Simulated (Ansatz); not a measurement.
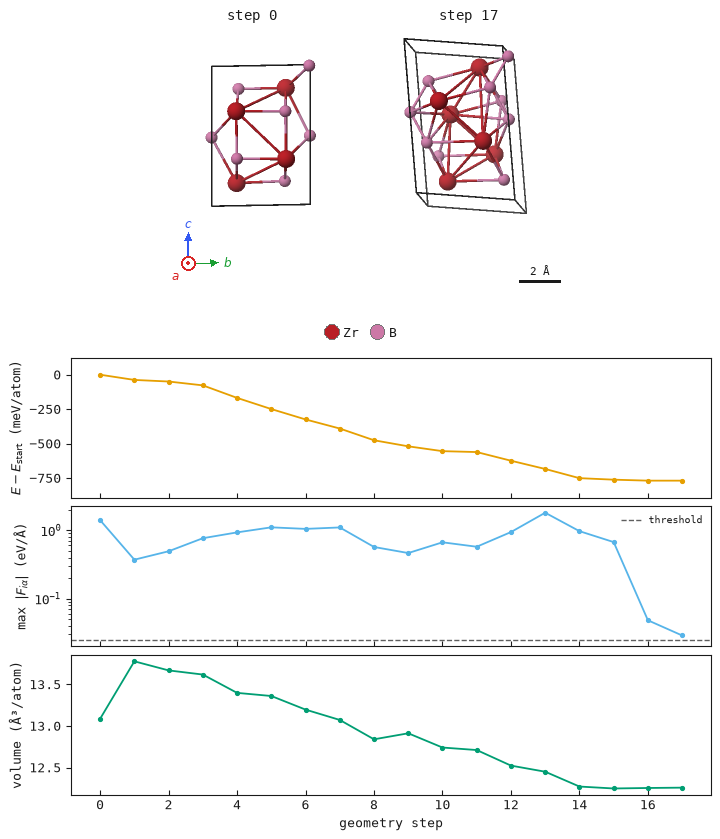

First and last geometry of a relaxation of a crystal of Zr$_{2}$B$_{3}$ (a generated structure, set up in P1) (coarse preliminary run), with the history of the run. Style: ball-and-stick. Shown: the cell of the calculation, along the a axis.

Level of theory: DFT PBE, scalar-relativistic, plane waves, PAW (Ansatz).

The input:
```yaml
crystal:
  lattice:
    - [-3.9707608631, -0.0029406096, 0.0682237409]
    - [0.0853506999, -0.0451436111, -4.8189375518]
    - [-0.0050932853, -6.841856171, -0.0625007696]
  atoms:
    - { symbol: Zr, position: [0.4934518336, 0.7508072764, 0.8369798712] }
    - { symbol: Zr, position: [1.0028671971, 0.7540780864, 0.3278572388] }
    - { symbol: Zr, position: [0.9991879888, 0.246572422, 0.6763802538] }
    - { symbol: Zr, position: [0.5216575539, 0.2511131147, 0.1623224448] }
    - { symbol: B, position: [0.5015605296, 0.2699622488, 0.8354800008] }
    - { symbol: B, position: [0.9954554959, 0.2543940505, 0.336007283] }
    - { symbol: B, position: [0.9955803526, 0.746497132, 0.6701142714] }
    - { symbol: B, position: [0.5014407261, 0.7410908316, 0.1705907545] }
    - { symbol: B, position: [-0.0125653011, 0.9892909976, 0.9926934872] }
    - { symbol: B, position: [0.5013636234, 0.99619384, 0.4915743943] }
basis:
  ecutwfc: 420
kpoints:
  mp_grid: { grid: [6, 4, 4] }
hamiltonian:
  xc: pbe
scf:
  occupations: { method: gaussian, width: 0.2 }
  lower_state_search: "off"
output:
  forces: true
  stress: true
  eigenvalues: true
relax:
  adjacent_minimum: "off"
  f_tol: 0.025
  max_steps: 60
  cell: { stress_tol: 0.25 }
```

Command:
```bash
ansatz run input.yaml --threads 1 --pin off --max-ram 2560MiB --backend cpu --events-out ev --progress --plain --runs-dir out
```

Did the run converge, and what did it change?

The run was cut off at its time limit before the relaxation converged, so the last structure is only a point on the way. The atom that moves furthest relative to the cell is B8 (0.97 Å roughly along [2 1 0]). By element the largest moves are B 0.97 Å, Zr 0.67 Å. The volume changes by −6.3 %, with a 3.971 → 3.681 Å (−7.3 %), b 4.820 → 4.905 Å (+1.8 %), c 6.842 → 7.646 Å (+11.8 %), α 88.9° → 100.0°, β 89.9° → 70.4°, γ 92.0° → 109.1°. Near-neighbour distances that change, for instance: Zr4–B8 4.665 → 2.626 Å, Zr2–B6 4.550 → 2.626 Å, Zr3–B6 4.587 → 2.760 Å, Zr1–B8 4.549 → 2.760 Å. New bonds form, among them: B5–B9 (2.63 → 1.64 Å), B7–B10 (2.60 → 1.64 Å), Zr3–Zr4 (4.08 → 3.36 Å). Bonds break, among them: Zr1–Zr3 (3.32 → 4.69 Å), Zr2–B9 (2.54 → 3.97 Å), Zr2–Zr4 (3.30 → 4.79 Å), Zr4–B10 (2.55 → 3.97 Å). Among the angles between lasting bonds that change: Zr1–B5–Zr3 87.9° → 138.0°, Zr2–B8–Zr4 88.7° → 138.7°, Zr2–B6–Zr4 90.6° → 138.7°. The space group (tolerance 0.01 Å) goes from P1 (No. 1) to P-1 (No. 2). Over 17 geometry steps the energy falls by 769 meV per atom. Largest force component: 1.4 eV/Å at the start, 0.029 eV/Å at the end. The pressure goes from 7.15 to −0.12 GPa. The run took 9.5 min on 1 thread of Intel(R) Xeon(R) Processor @ 2.70GHz (shared host), peak memory 0.53 GiB.
